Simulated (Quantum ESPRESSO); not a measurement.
# MnS (Rambergite): magnetism against uniaxial strain, part 2 of 2

Aim: follow moments and order energies of MnS (Rambergite) with uniaxial strain.

Quantum ESPRESSO 7.5; LDA with U = 4 eV on Mn d (ortho-atomic projectors); plane waves with GBRV 1.5 LDA potentials, no spin-orbit coupling.

So far, absolute magnetization (μB): step 2 (factor along z 0.94, ferro ++) 10; step 3 (antiferromagnetic, Kohn–Sham states 30, start moments [4.5 …) 9.52; step 5 (cell volume +12.8 %, value 1.06 factor) 10.

The database entry behind the starting cell differs from later determinations by our own check (about 0.3 % short against later determinations), so it need not match the best structure at ambient conditions.

## Step 6: A faulty input

As a test, an input with a fault in it is run.

pw.in

```
&CONTROL
  calculation = 'scf'
  prefix = 'pwscf'
  outdir = './tmp'
  pseudo_dir = './pseudo'
  disk_io = 'nowf'
  tprnfor = .true.
  tstress = .true.
/
&SYSTEM
  ibrav = 0
  nat = 4
  ntyp = 2
  ecutwfc = 40
  ecutrho = 280
  nbnd = 34
  occupations = 'smearing'
  smearing = 'fd'
  degauss = 0.07349864
  nspin = 2
  starting_magnetization(1) = 0.3
  starting_magnetization(2) = 0
/
&ELECTRONS
  conv_thr = 8d-09
  electron_maxstep = 100
  mixing_beta = 0.3
/
ATOMIC_SPECIES
Mn     54.9380 mn_lda_v1.5.uspp.F.UPF
S      32.0600 s_lda_v1.4.uspp.F.UPF
CELL_PARAMETERS angstrom
   3.9760000000    0.0000000000    0.0000000000
  -1.9880000000    3.4433170054    0.0000000000
   0.0000000000    0.0000000000    6.4320000000
ATOMIC_POSITIONS crystal
Mn      0.3333333333    0.6666666667    0.0000000000
Mn      0.6666666667    0.3333333333    0.5000000000
S       0.3333333333    0.6666666667    0.3850000000
S       0.6666666667    0.3333333333    0.8850000000
K_POINTS automatic
6 6 6 0 0 0
HUBBARD {ortho-atomic}
U Mn-3d 4.0000
```

Run with:

```
$ OMP_NUM_THREADS=1 mpirun -n 2 pw.x -nk 2 -in pw.in > pw.out
```

The program printed:

```text
[banner, memory and clock lines left out]
Program PWSCF v.7.5 starts

     Message from routine setup:
     using ibrav=0 with symmetry is DISCOURAGED, use correct ibrav instead

     bravais-lattice index     =            0
     lattice parameter (alat)  =       7.5136  a.u.
     unit-cell volume          =     594.2457 (a.u.)^3
     number of atoms/cell      =            4
     number of atomic types    =            2
     number of electrons       =        42.00
     number of Kohn-Sham states=           34
     kinetic-energy cutoff     =      40.0000  Ry
     charge density cutoff     =     280.0000  Ry
     scf convergence threshold =      8.0E-09
     mixing beta               =       0.3000
     number of iterations used =            8  plain     mixing
     Exchange-correlation=  SLA  PZ   NOGX NOGC
                           (   1   1   0   0   0   0   0)
     Hubbard projectors: ortho-atomic
     Hubbard parameters of DFT+U (Dudarev formulation) in eV:
     U(Mn-3d) =  4.0000

     Internal variables: lda_plus_u =T, lda_plus_u_kind = 0

     Internal variables: orbital_resolved =F, hub_pot_fix =F, apply_U = F

     [... lines left out ...]
     PseudoPot. # 1 for Mn read from file:
     mn_lda_v1.5.uspp.F.UPF
     Pseudo is Ultrasoft + core correction, Zval = 15.0

     PseudoPot. # 2 for S  read from file:
     s_lda_v1.4.uspp.F.UPF
     Pseudo is Ultrasoft + core correction, Zval =  6.0

     atomic species   valence    mass     pseudopotential
     Mn               15.00    54.93800     Mn( 1.00)
     S                 6.00    32.06000     S ( 1.00)

     Starting magnetic structure
     atomic species   magnetization
     Mn              0.300
     S               0.000

     12 Sym. Ops. (no inversion) found ( 6 have fractional translation)

   Cartesian axes

     site n.     atom                  positions (alat units)
         1        Mn     tau(   1) = (  -0.0000000   0.5773503   0.0000000  )
         2        Mn     tau(   2) = (   0.5000000   0.2886751   0.8088531  )
         3        S      tau(   3) = (  -0.0000000   0.5773503   0.6228169  )
         4        S      tau(   4) = (   0.5000000   0.2886751   1.4316700  )

     number of k points=    28  Fermi-Dirac smearing, width (Ry)=  0.0735

     Dense  grid:    46931 G-vectors     FFT dimensions: (  45,  45,  72)

     Smooth grid:    20269 G-vectors     FFT dimensions: (  32,  32,  50)

     Check: negative core charge=   -0.000033
     Generating pointlists ...
     new r_m :   0.2502 (alat units)  1.8800 (a.u.) for type    1
     new r_m :   0.2502 (alat units)  1.8800 (a.u.) for type    2

     Initial potential from superposition of free atoms

     starting charge      40.9998, renormalised to      42.0000

     STARTING HUBBARD OCCUPATIONS:

     =================== HUBBARD OCCUPATIONS ===================
     ------------------------ ATOM    1 ------------------------
     Tr[ns(  1)] (up, down, total) =   5.00000  0.00000  5.00000
     Atomic magnetic moment for atom   1 =   5.00000
     [... lines left out ...]
     ------------------------ ATOM    2 ------------------------
     Tr[ns(  2)] (up, down, total) =   5.00000  0.00000  5.00000
     Atomic magnetic moment for atom   2 =   5.00000
     [... lines left out ...]
     Number of occupied Hubbard levels =   10.0000

     Atomic wfc used for Hubbard projectors are orthogonalized

     Starting wfcs are   34 randomized atomic wfcs

     Self-consistent Calculation

     iteration #  1     ecut=    40.00 Ry     beta= 0.30
     Davidson diagonalization with overlap
     ethr =  1.00E-02,  avg # of iterations =  4.6

     =================== HUBBARD OCCUPATIONS ===================
     ------------------------ ATOM    1 ------------------------
     Tr[ns(  1)] (up, down, total) =   4.51874  0.30000  4.81873
     Atomic magnetic moment for atom   1 =   4.21874
     [... lines left out ...]
     ------------------------ ATOM    2 ------------------------
     Tr[ns(  2)] (up, down, total) =   4.51874  0.30000  4.81873
     Atomic magnetic moment for atom   2 =   4.21874
     [... lines left out ...]
     Number of occupied Hubbard levels =    9.6375

     total energy              =    -470.29487784 Ry
     estimated scf accuracy    <       1.35635830 Ry

     total magnetization       =     8.65 Bohr mag/cell
     absolute magnetization    =     8.73 Bohr mag/cell

     [... further iterations left out ...]

     iteration # 10     ecut=    40.00 Ry     beta= 0.30
     Davidson diagonalization with overlap
     ethr =  1.04E-09,  avg # of iterations =  1.9

     negative rho (up, down):  0.000E+00 2.950E-04

     Magnetic moment per site  (integrated on atomic sphere of radius R)
     atom   1 (R=0.250)  charge= 12.9568  magn=  3.8104
     atom   2 (R=0.250)  charge= 12.9568  magn=  3.8104
     atom   3 (R=0.250)  charge=  4.1250  magn= -0.0368
     atom   4 (R=0.250)  charge=  4.1250  magn= -0.0368

     End of self-consistent calculation

     =================== HUBBARD OCCUPATIONS ===================
     ------------------------ ATOM    1 ------------------------
     Tr[ns(  1)] (up, down, total) =   4.78412  0.63747  5.42159
     Atomic magnetic moment for atom   1 =   4.14665
     [... lines left out ...]
     ------------------------ ATOM    2 ------------------------
     Tr[ns(  2)] (up, down, total) =   4.78412  0.63747  5.42159
     Atomic magnetic moment for atom   2 =   4.14665
     [... lines left out ...]
     Number of occupied Hubbard levels =   10.8432

     [... lines left out ...]
     the Fermi energy is     7.0068 ev

!    total energy              =    -470.63450207 Ry
     estimated scf accuracy    <          7.2E-09 Ry
     smearing contrib. (-TS)   =      -0.48546511 Ry
     internal energy E=F+TS    =    -470.14903696 Ry

     The total energy is F=E-TS. E is the sum of the following terms:
     one-electron contribution =    -317.78527852 Ry
     hartree contribution      =     169.64991717 Ry
     xc contribution           =     -69.36283632 Ry
     ewald contribution        =    -252.87415758 Ry
     Hubbard energy            =       0.22331830 Ry

     total magnetization       =     8.43 Bohr mag/cell
     absolute magnetization    =     8.60 Bohr mag/cell

     convergence has been achieved in  10 iterations

     negative rho (up, down):  0.000E+00 2.950E-04

     Forces acting on atoms (cartesian axes, Ry/au):

     atom    1 type  1   force =    -0.00000000   -0.00000000    0.00794876
     atom    2 type  1   force =     0.00000000    0.00000000    0.00794876
     atom    3 type  2   force =     0.00000000    0.00000000   -0.00794876
     atom    4 type  2   force =     0.00000000    0.00000000   -0.00794876

     Total force =     0.015898     Total SCF correction =     0.000025

     Computing stress (Cartesian axis) and pressure

     negative rho (up, down):  0.000E+00 2.950E-04
          total   stress  (Ry/bohr**3)                   (kbar)     P=      -20.42
  -0.00010699  -0.00000000   0.00000000          -15.74       -0.00        0.00
  -0.00000000  -0.00010699   0.00000000           -0.00      -15.74        0.00
   0.00000000   0.00000000  -0.00020237            0.00        0.00      -29.77
```

The job ended after 60 s (2 MPI ranks of Arm Neoverse V1, shared host; peak memory 0.4 GiB).

Convergence was reached, yet the input spoils the result.

The fault in the input: a smearing of electronvolts.

Side by side:

```
                   quantity  this run  same start on sound input  difference
        largest moment (μB)    3.8104                     4.3242      -0.514
         magnetization (μB)     8.429                         10       -1.57
absolute magnetization (μB)     8.598                         10       -1.40
```

One result that differs is the magnetization, 8.43 μB against 10 μB.

## Step 7: Trends

The runs not shown differ from these in the moved quantity alone.

States, by row:

```
c axis       ferro ++       antiferro +-  no spin polarisation
  0.94  ferromagnetic  antiferromagnetic          non-magnetic
  0.97  ferromagnetic  antiferromagnetic          non-magnetic
     1  ferromagnetic  antiferromagnetic          non-magnetic
  1.03  ferromagnetic  antiferromagnetic          non-magnetic
  1.06  ferromagnetic  antiferromagnetic          non-magnetic
```

Largest site moment against c axis:

```
c axis (factor)  ferro ++ (μB)  antiferro +- (μB)
         0.9400           4.23               4.16
         0.9700           4.31               4.25
         1.0000           4.32               4.28
         1.0300           4.34               4.30
         1.0600           4.35               4.32
```

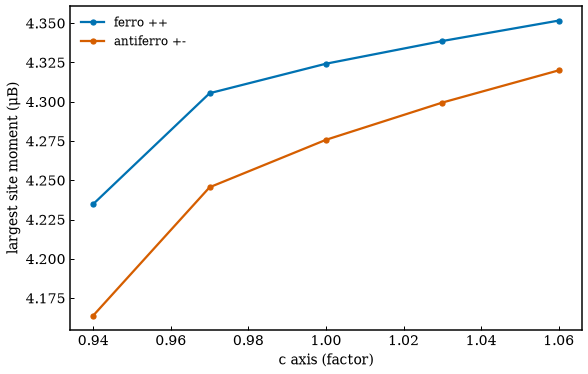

Largest site moment, plotted against c axis.

The energy less that of the parallel start by c axis; values in meV a seeded atom:

```
c axis (factor)  antiferro +-  no spin polarisation
         0.9400          -104                  3703
         0.9700         -79.3                  3857
         1.0000         -59.8                  3991
         1.0300         -44.6                  4107
         1.0600         -32.9                  4209
```

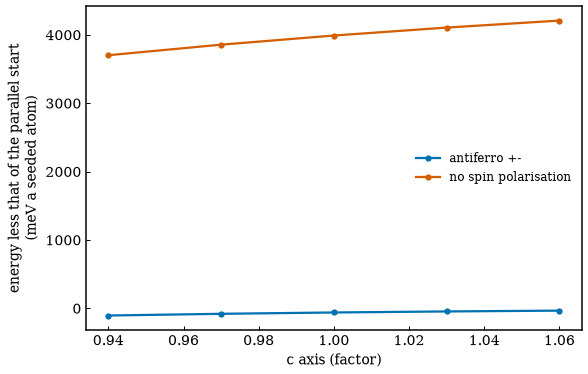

Energy less that of the parallel start, plotted against c axis.

Energy over the lowest against c axis; values in meV an atom:

```
c axis (factor)  ferro ++  antiferro +-  no spin polarisation
         0.9400      62.8          10.6                  1914
         0.9700      39.7             0                  1968
         1.0000      36.9          7.01                  2032
         1.0300      49.2          26.9                  2103
         1.0600      72.6          56.2                  2177
```

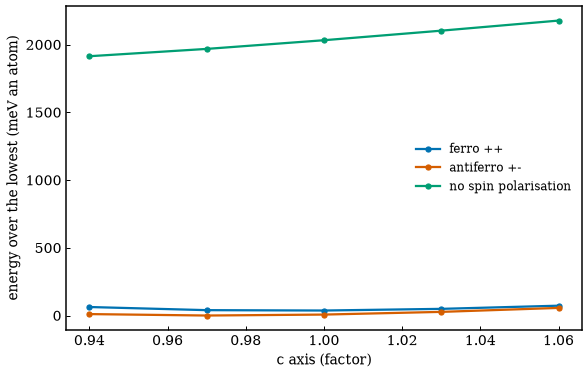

Energy over the lowest against c axis.

## Step 8: Summary of results

```
moment, parallel start       : 4.23 to 4.35 μB
states met from these starts : antiferromagnetic and ferromagnetic
```

What this shows: The moment of the parallel start goes from 4.23 μB at 0.94 to 4.35 μB at 1.06. The net moment of the cell goes from 10 to 10 μB. The radius of the spheres follows the nearest distance, so part of the change of the site moments is the spheres'. The largest moment of the start antiferro +- lies between 4.16 and 4.32 μB. The start antiferro +- lies under the parallel one at every finished point, by 32.9 to 104 meV a seeded atom.

[Logs and program files are shortened in this print: banners, set-up blocks, solver, clock and traceback lines can be left out without a mark of their own.]

[Logs are printed without paths, hosts, clocks, repeated set-up lines and the standing remarks that a program may print on its own settings, such as how far it seeks lower states.]

[Hosts, paths, dates, database ids (printed as entryN), source tags and the programs' standing remarks are cut or masked in the printed files.]

[Where a cell is said to come from a database of computed structures, the database is the Materials Project.]
